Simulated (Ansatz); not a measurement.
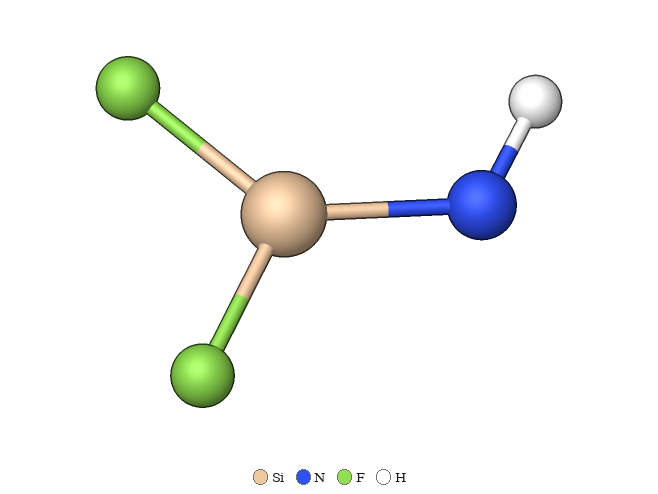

Harmonic vibrations computed with RKS PBE0-D4/def2-TZVP (Ansatz 0.2.0) at a stationary point of the same level.

**How many imaginary frequencies does it have?**

A minimum: no imaginary frequency, and the lowest mode lies at 306 cm⁻¹.

**How many vibrational modes are there, and where do they lie?**

9 modes: 306, 309, 348, 544, 627, 826, 993, 1259, 3652 cm⁻¹.
